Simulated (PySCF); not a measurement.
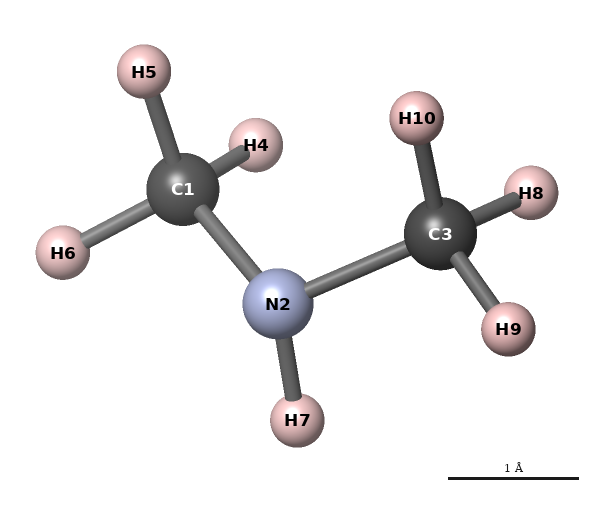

Atoms carry their numbers in the input. The geometry was computed by an optimisation with PBE0-D3(BJ)/def2-SVP. No frequency run is at hand to confirm it as a minimum.

Give these bond angles: C1–N2–C3, C1–N2–H7, N2–C1–H4, N2–C1–H6, N2–C1–H5.

```tsv
angle	degrees
C1–N2–C3	114.0
C1–N2–H7	110.3
N2–C1–H4	114.7
N2–C1–H6	110.3
N2–C1–H5	109.9
```
